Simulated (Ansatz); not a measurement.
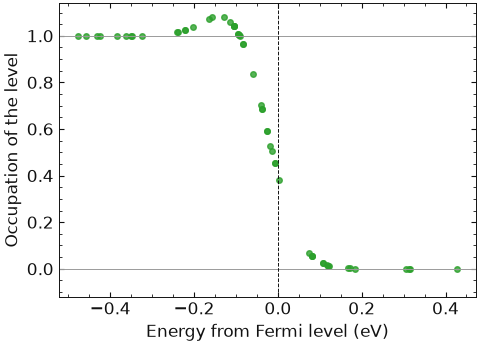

Occupations of the one-electron levels of the k mesh against their energy, from a run on K3W, space group Fm-3m (No. 225), 4 atoms in the cell, with Ansatz.

**Name the smearing function and its width.**

cold (Marzari-Vanderbilt) smearing with a width of 0.1 eV. The occupations overshoot 1 below the Fermi level (up to 1.08) but never turn negative, and they are not symmetric about it.
